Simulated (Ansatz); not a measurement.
## Grüneisen parameters and expansion of Mo (Im-3m)

Wanted: mode Grüneisen parameters of Mo and a free-energy fit over volumes.

Main program and level: Ansatz 0.2.0; DFT PBEsol, scalar-relativistic, plane waves, PAW; PAW set soft_1.

## 1. Starting point

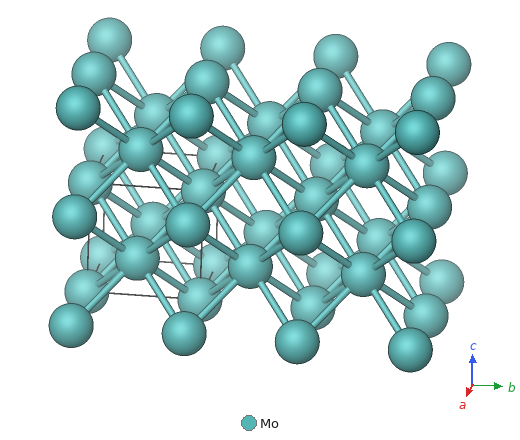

The starting structure, seen slightly off an axis (molybdenum teal). 2×3×2 cells are drawn. This picture shows the conventional cell, with its axes. Some periodic images of atoms are drawn too.

## 2. A first coarse run

A cheap single point shows whether the cell is a metal or an insulator and how far it is from rest; that sets the k-mesh and the occupations of what follows.

The input, input.yaml:

```yaml
crystal:
  lattice:
    - [-1.573415, 1.573415, 1.573415]
    - [1.573415, -1.573415, 1.573415]
    - [1.573415, 1.573415, -1.573415]
  atoms:
    - { symbol: Mo, position: [0.0, 0.0, 0.0] }
kpoints:
  mp_grid: { grid: [8, 8, 8] }
hamiltonian:
  xc: pbesol
  pseudopotentials: { kind: paw, azcp: { folder: soft_1 }, xc_functional: pbe }
scf:
  occupations: { method: gaussian, width: 0.1 }
  lower_state_search: "off"
output:
  forces: true
  stress: true
  eigenvalues: true
```

The run is started by

```sh
ansatz run input.yaml --threads 8 --pin off --max-ram 16384MiB --backend cpu --events-out ev --progress --plain --runs-dir out
```

Numbers of over 12 decimals in the logs are rounded to 6 here.

What it wrote:

```text
Engine: ansatz 0.2.0, aarch64-unknown-linux-gnu
Pseudopotentials: kind: paw
Pseudopotential: Mo, paw, valence charge 14, recommended cutoff 420 eV (normal), soft_1/Mo.paw.azcp
Functional definition: PBEsol
  exchange = pbesol_x
  correlation = pbesol_c
Crystal: 1 atoms, lattice volume = 15.581 Å³
Basis set: ecut = 420 eV, 321 PW (Γ), exchange–correlation on 40×40×40 points (8 copies of the dense FFT grid, shifted against one another)
Bands: 11, of which v1, the nominal top of the filled ones, is band 7 counted from 1 (6 counted from 0)
Symmetry: 48 space group operations
Space group: Im-3m (ITA 229), of the structure as read, at distance tolerance 2.5e-5 Å
k-points: 29 of 512
Non-local potential: Mo, projectors of the file, l = 0: 3, l = 1: 2, l = 2: 2, l = 3: 1
PAW form: soft (Blöchl's): semilocal exchange-correlation on the pseudo side does not see the compensation charge
PAW frozen core: Mo, regenerated for the run's functional, and the local potential with it (the file was generated under x = pbe(κ = 0.804, μ = 0.219515), c = pbe(β = 0.066725))
PAW one-centre angular grid: Mo, 590 points (default); XC on 64 Gauss nodes
Initial density: superposition of atomic densities (chi_scale 0.1, normalization cell)
Initial wavefunctions: pseudopotential atomic-orbital guess
Functional: x = pbesol(κ = 0.804, μ = 0.123457), c = pbesol(β = 0.046)
SCF iter   1: F=—  HF=-4898.217886 eV  |F-HF|=—  |Δ(HF+E_count)|=         —  Δρ=1.12e-1  dr2=1.95e0  ethr=3.10e-3  ⟨swp⟩=5.0  Hψ=1763  notcnv=0
preconditioner: auto → none  [insulator: Δε(μ)=0.469 eV  Ē_g=8.706 eV  σ=0.100 eV  W_gap=1.00  n_scr=0 (ndim 8)  ℏωp=23.0 eV  f_vac=0.000  D(μ)=0.00/eV (n_scr^D=0)  ε∞_Penn≈8.0]
SCF iter   2: F=—  HF=-4897.490488 eV  |F-HF|=—  |Δ(HF+E_count)|=   7.27e-1  Δρ=3.23e-2  dr2=5.47e-2  ethr=3.10e-3  ⟨swp⟩=2.1  Hψ=845  notcnv=0  defer=4
SCF iter   3: F=—  HF=-4897.479620 eV  |F-HF|=—  |Δ(HF+E_count)|=   1.09e-2  Δρ=1.34e-2  dr2=9.20e-3  ethr=3.90e-4  ⟨swp⟩=1.0  Hψ=339  notcnv=0  defer=4
SCF iter   4: F=—  HF=-4897.477795 eV  |F-HF|=—  |Δ(HF+E_count)|=   1.83e-3  Δρ=4.18e-4  dr2=6.86e-6  ethr=6.57e-5  ⟨swp⟩=1.1  Hψ=323  notcnv=0  defer=4
SCF iter   5: F=—  HF=-4897.477834 eV  |F-HF|=—  |Δ(HF+E_count)|=   3.98e-5  Δρ=1.21e-4  dr2=4.81e-7  ethr=4.90e-8  ⟨swp⟩=2.1  Hψ=519  notcnv=0  defer=4
SCF iter   6: F=-4897.477834 eV  HF=-4897.477834 eV  |F-HF|=3.15e-8  |Δ(HF+E_count)|=   1.35e-7  Δρ=3.41e-5  dr2=5.19e-8  ethr=7.14e-10  ⟨swp⟩=5.5  Hψ=1578  notcnv=0
SCF 1 converged in 6 iterations: F = -4897.477834 eV  dr2 = 5.19e-8
  greatest PAW one-centre occupation: 0.999 electrons in one spin orbital (limit 2), on the Mo atom at site 0 (counted from 0), in its partial waves of l = 0
SCF converged after 6 iterations
Free energy (F): -4897.477834 eV
Harris-Foulkes:  -4897.477834 eV  (|F-HF|=3.15e-8)
Internal energy: -4897.473496 eV  (E = F + TS)
E sigma→0 (E₀):  -4897.475665 eV
Entropy (-TS):   -0.004339 eV (-4.339 meV/atom)
Fermi energy:    20.889066 eV
--- Per-component energies (eV) ---
  E_band       = -55.657935
  E_kinetic    = 422.226141
  E_local      = -768.857214  (includes V_loc(G=0)·N_el)
  E_nonlocal   = 149.778702
  E_hartree    = 260.658041
  E_xc         = -175.310114
  E_vxc        = -219.343604  (∫ρ·V_xc dr)
  E_paw        = -3154.199609  (= ΣΔE_a)
  E_vpaw       = -160.774696  (= ΣTr[D̂ρ^β])
  E_aug_tail   = 0.000044  (compensation charges beyond the density's cutoff)
  E_ewald      = -1631.978787
  E_core_change = 0.209300  (= ΣΔE_core)
  E_smearing   = -0.004339  (= −TS)
  E_closure    = 0.000000  (closes the sum)
  Σ components = -4897.477834   (vs F -4897.477834, Δ=0.00e0)
--- Forces (eV/Å), atoms counted from 1 ---
  atom   1  Mo    -0.00000000     0.00000000    -0.00000000
  max |Σ_I F_I| component: 3.29e-32 eV/Å
--- Stress (GPa, compression-positive) ---
       -3.822675      -0.000000       0.000000
        0.000000      -3.822675       0.000000
       -0.000000      -0.000000      -3.822675
  P = ⅓ Tr σ = -3.8227 GPa (-38.227 kbar)
--- Band table (eV; the first three rows and the last of 29) ---
  k-point 0: bands = [... 3 lower, -13.4521, 13.7401, 19.6475, 19.6475, 19.6475, 22.6694, 22.6694, 35.6977]
  k-point 1: bands = [... 3 lower, -13.4538, 14.4027, 19.2813, 19.5562, 20.2935, 22.2334, 22.6885, 36.1149]
  k-point 2: bands = [... 3 lower, -13.4580, 15.7176, 18.5075, 19.4414, 22.0858, 22.1448, 22.8334, 35.7204]
  k-point 28: bands = [... 3 lower, -14.4326, 15.5332, 15.5332, 25.0414, 25.0414, 25.0414, 30.0629, 30.0629]
```

Run time: 0.81 s. Hardware: 8 threads of Arm Neoverse V2, shared host; peak memory 0.25 GiB.

The column dr2 measures how far the density is from self-consistency, as an energy; F and HF (Harris–Foulkes) agree once it is small.

This step gave:

- pressure: -3.823 GPa
- volume per atom: 15.58 Å³/atom
- gap on the k-mesh: 0 eV

The start is under -3.8 GPa at this level and looks like a metal on this mesh.

## 3. Finding the static equilibrium

The vibrations must be taken about the equilibrium of this functional, not about the starting cell, so the structure is relaxed.

input.yaml: that of step 2 with these lines changed.

```diff
@@ -8,3 +8,3 @@
 kpoints:
-  mp_grid: { grid: [8, 8, 8] }
+  mp_grid: { grid: [18, 18, 18] }
 hamiltonian:
@@ -19 +19,6 @@
   eigenvalues: true
+relax:
+  adjacent_minimum: "off"
+  f_tol: 0.005
+  max_steps: 80
+  cell: { stress_tol: 0.05 }
```

What it wrote:

```text
[...]
Crystal: 1 atoms, lattice volume = 15.581 Å³
Basis set: ecut = 420 eV, 321 PW (Γ), exchange–correlation on 40×40×40 points (8 copies of the dense FFT grid, shifted against one another)
Bands: 11, of which v1, the nominal top of the filled ones, is band 7 counted from 1 (6 counted from 0)
Symmetry: 48 space group operations
[...]
k-points: 195 of 5832
[...]
SCF iter   1: F=—  HF=-4898.221642 eV  |F-HF|=—  |Δ(HF+E_count)|=         —  Δρ=1.11e-1  dr2=1.92e0  ethr=3.10e-3  ⟨swp⟩=5.0  Hψ=11957  notcnv=0
[...]
SCF iter   6: F=-4897.498628 eV  HF=-4897.498628 eV  |F-HF|=2.51e-8  |Δ(HF+E_count)|=   1.21e-7  Δρ=3.15e-5  dr2=4.22e-8  ethr=7.14e-10  ⟨swp⟩=5.0  Hψ=10118  notcnv=0
SCF 1 converged in 6 iterations: F = -4897.498628 eV  dr2 = 4.22e-8
[...]
relax step   1: F+E_penalty+E_count = -4897.49862779 eV  Δ(F+E_penalty+E_count) = +0.000e0 eV  max|allowed force component| = 0.000e0 eV/Å  Δτ_max = 0.0000 Å  P = -4.510 GPa  Ω = 15.581 Å³  (6 SCF iters, dr2 threshold 1.00e-7 eV, accepted)
Crystal: 1 atoms, lattice volume = 14.822 Å³
[...]
iter 1 solved again at ethr=3.81e-6 eV; its pass at ethr=3.10e-3 eV (dr2=5.33e-4 eV) is discarded
[...]
SCF iter   5: F=-4897.487104 eV  HF=-4897.487104 eV  |F-HF|=8.26e-10  |Δ(HF+E_count)|=   1.09e-9  Δρ=9.53e-6  dr2=5.00e-9  ethr=2.34e-10  ⟨swp⟩=2.0  Hψ=6447  notcnv=0
SCF 2 converged in 5 iterations: F = -4897.487104 eV  dr2 = 5.00e-9
relax step   2: F+E_penalty+E_count = -4897.48710389 eV  Δ(F+E_penalty+E_count) = +1.152e-2 eV  max|allowed force component| = 0.000e0 eV/Å  Δτ_max = 0.0000 Å  P = +10.063 GPa  Ω = 14.822 Å³  energy of the carried Pulay correction = +1.093e-4 eV  (5 SCF iters, dr2 threshold 1.00e-7 eV, rejected (line search))
Crystal: 1 atoms, lattice volume = 15.338 Å³
[...]
SCF iter   7: F=-4897.502321 eV  HF=-4897.502321 eV  |F-HF|=1.82e-12  |Δ(HF+E_count)|=  2.73e-12  Δρ=4.96e-8  dr2=1.06e-13  ethr=1.00e-12  ⟨swp⟩=4.4  Hψ=7167  notcnv=0
SCF 3 converged in 7 iterations: F = -4897.502321 eV  dr2 = 1.06e-13
relax step   3: F+E_penalty+E_count = -4897.50232071 eV  Δ(F+E_penalty+E_count) = -3.693e-3 eV  max|allowed force component| = 0.000e0 eV/Å  Δτ_max = 0.0000 Å  P = -0.255 GPa  Ω = 15.338 Å³  energy of the carried Pulay correction = +3.441e-5 eV  (7 SCF iters, accepted)
[...]
relax step   4: F+E_penalty+E_count = -4897.50233381 eV  Δ(F+E_penalty+E_count) = -1.310e-5 eV  max|allowed force component| = 0.000e0 eV/Å  Δτ_max = 0.0000 Å  P = +0.008 GPa  Ω = 15.324 Å³  energy of the carried Pulay correction = +3.645e-5 eV  (2 SCF iters, dr2 threshold 1.00e-7 eV, accepted)
[...]
SCF iter   4: F=-4897.502296 eV  HF=-4897.502296 eV  |F-HF|=5.46e-12  |Δ(HF+E_count)|=  2.27e-11  Δρ=3.83e-7  dr2=5.26e-12  ethr=1.00e-12  ⟨swp⟩=5.0  Hψ=7694  notcnv=0
SCF 5 converged in 4 iterations: F = -4897.502296 eV  dr2 = 5.26e-12
relax step   5: F+E_penalty+E_count = -4897.50229608 eV  Δ(F+E_penalty+E_count) = +3.773e-5 eV  max|allowed force component| = 0.000e0 eV/Å  Δτ_max = 0.0000 Å  P = +0.009 GPa  Ω = 15.324 Å³  stress off target by 9.34e-3 GPa  SCF on the basis re-selected at this cell (its energy is not comparable with the rows above)  (4 SCF iters)
basis re-selected at this cell: Δ(F+E_penalty+E_count) = +3.773e-5 eV, ΔP = +0.001 GPa vs the last step (what re-selecting the basis moved, of the pressure what is left beyond the Pulay correction that the steps carried, after the strain that the cell walked since its last selection, with what the two solves' SCF thresholds leave and, on support functions, any second-order correction that the steps lacked; it is no measure of the basis error at this ecutwfc). This SCF's stress stands 9.34e-3 GPa from its target on what of the cell is left free (relax.cell.stress_tol is 5.00e-2 GPa) and its largest allowed force component is 0.00e0 eV/Å (relax.f_tol is 5.00e-3 eV/Å): [rest of the remark cut]
SCF converged after 4 iterations
Free energy (F): -4897.502296 eV
[...]
Internal energy: -4897.499958 eV  (E = F + TS)
E sigma→0 (E₀):  -4897.501127 eV
Entropy (-TS):   -0.002338 eV (-2.338 meV/atom)
Fermi energy:    21.456518 eV
[...]
--- Stress (GPa, compression-positive) ---
        0.009337      -0.000000       0.000000
       -0.000000       0.009337       0.000000
       -0.000000      -0.000000       0.009337
  P = ⅓ Tr σ = 0.0093 GPa (0.093 kbar)
--- Band table (eV; the first three rows and the last of 195) ---
  k-point 0: bands = [... 3 lower, -12.9957, 14.0983, 20.0309, 20.0309, 20.0309, 23.1163, 23.1163, 36.1303]
  k-point 1: bands = [... 3 lower, -12.9960, 14.2387, 19.9506, 20.0182, 20.1633, 22.9955, 23.1183, 36.2373]
  k-point 2: bands = [... 3 lower, -12.9972, 14.6390, 19.7279, 19.9616, 20.5550, 22.7308, 23.1295, 36.4966]
  k-point 194: bands = [... 3 lower, -14.0266, 15.8170, 15.8170, 25.5557, 25.5557, 25.5557, 30.6065, 30.6065]
--- Relaxed structure (4 steps of the walk, 3 accepted, 1 SCFs on fresh bases) ---
  F+E_penalty+E_count = -4897.50229608 eV   max|allowed force component| = 0.000e0 eV/Å   (the final SCF, on the basis selected at the relaxed cell)
  cell:  # Å, volume = 15.3235 Å³
    - [-1.564706, 1.564706, 1.564706]
    - [1.564706, -1.564706, 1.564706]
    - [1.564706, 1.564706, -1.564706]
  atoms:
    - { symbol: Mo, position: [0.0, 0.0, 0.0] }
```

The job ended after 1.8 s (8 threads; peak memory 0.31 GiB; 9.8 s of CPU time).

The steps of the relaxation:

| step | energy less that of the first step (eV) | largest force component (eV/Å) | pressure (GPa) | volume (Å³) |
| --- | --- | --- | --- | --- |
| 1 | 0.0000 | 0.0000 | -4.51 | 15.58 |
| 2 | 0.0115 | 0.0000 | 10.06 | 14.82 |
| 3 | -0.0037 | 0.0000 | -0.25 | 15.34 |
| 4 | -0.0037 | 0.0000 | 0.01 | 15.32 |
| 5* | -0.0037 | 0.0000 | 0.01 | 15.32 |

Relaxation steps marked * repeat the geometry before them on a plane-wave basis chosen anew for their cell, so energy and pressure can jump there. Relaxation step 2 was tried and not accepted.

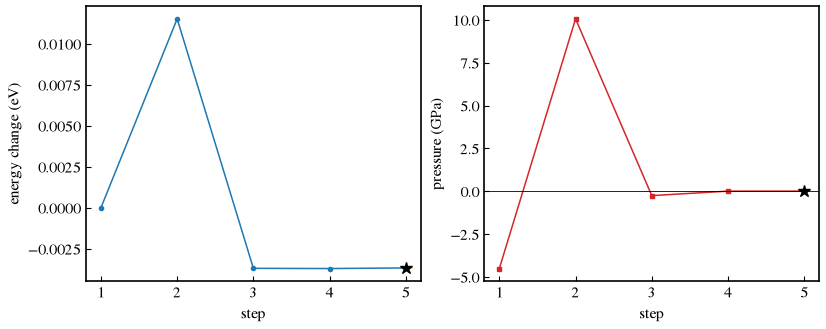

Energy and pressure along the relaxation. Stars mark steps on a basis chosen anew.

| conventional cell, symmetrised | before | after | change |
| --- | --- | --- | --- |
| a (Å) | 3.147 | 3.129 | -0.6 % |
| b (Å) | 3.147 | 3.129 | -0.6 % |
| c (Å) | 3.147 | 3.129 | -0.6 % |
| volume (Å³/atom) | 15.58 | 15.32 | -1.7 % |

The relaxed structure:

```
Mo
1.0
    -1.56471    1.56471    1.56471
     1.56471   -1.56471    1.56471
     1.56471    1.56471   -1.56471
Mo
1
Cartesian
  0.0000 0.0000 0.0000
```

This step gave:

```
pressure        : 0.009337 GPa
volume per atom : 15.32 Å³/atom
```

The relaxation ends with a pressure of 0.01 GPa.

## 4. Relaxing to small residual forces and stress

The thresholds are tightened for a last relaxation ahead of the phonons, and where mesh or smearing change with them the cell follows.

input.yaml, the sections that differ from step 3:

```yaml
crystal:
  lattice:
    - [-1.5647056952, 1.5647056952, 1.5647056952]
    - [1.5647056952, -1.5647056952, 1.5647056952]
    - [1.5647056952, 1.5647056952, -1.5647056952]
  atoms:
    - { symbol: Mo, position: [0.0, 0.0, 0.0] }
kpoints:
  mp_grid: { grid: [20, 20, 20] }
scf:
  occupations: { method: methfessel_paxton, width: 0.2 }
  lower_state_search: "off"
relax:
  adjacent_minimum: "off"
  f_tol: 0.001
  max_steps: 60
  cell: { stress_tol: 0.01 }
# hamiltonian, output: as in step 3
```

What it wrote:

```text
[...]
Crystal: 1 atoms, lattice volume = 15.324 Å³
Basis set: ecut = 420 eV, 321 PW (Γ), exchange–correlation on 40×40×40 points (8 copies of the dense FFT grid, shifted against one another)
Bands: 11, of which v1, the nominal top of the filled ones, is band 7 counted from 1 (6 counted from 0)
Symmetry: 48 space group operations
[...]
k-points: 256 of 8000
[...]
k-point 255: bands = [... 3 lower, -14.0463, 15.8047, 15.8047, 25.5322, 25.5322, 25.5322, 30.5842, 30.5842]
--- Relaxed structure (3 steps of the walk, 2 accepted, 1 SCFs on fresh bases) ---
[...]
cell:  # Å, volume = 15.3337 Å³
    - [-1.565051, 1.565051, 1.565051]
    - [1.565051, -1.565051, 1.565051]
    - [1.565051, 1.565051, -1.565051]
  atoms:
    - { symbol: Mo, position: [0.0, 0.0, 0.0] }
[key lines of the parts left out:]
SCF converged after 3 iterations
Free energy (F): -4897.504207 eV
Fermi energy:    21.438381 eV
P = ⅓ Tr σ = 0.0006 GPa (0.006 kbar)
```

Wall time 1.8 s (8 threads); peak memory 0.33 GiB.

Little changed from the start: no atom moved by 0.005 Å and no cell edge by 0.1 %.

This step gave:

- pressure: 6.32e-4 GPa
- volume per atom: 15.33 Å³/atom

The residual pressure is 6.3e-4 GPa, small enough for phonons.

(Part 1 of 3 ends here.)

[Logs are printed without paths, hosts, clocks, repeated set-up lines and the standing remarks that a program may print on its own settings, such as how far it seeks lower states.]

[Hosts, paths, dates, database ids (printed as entryN), source tags and the programs' standing remarks are cut or masked in the printed files.]

[A step with changed settings may run another functional than the one named; its input shows which.]

[Of the runs on displaced cells, only some may be shown.]
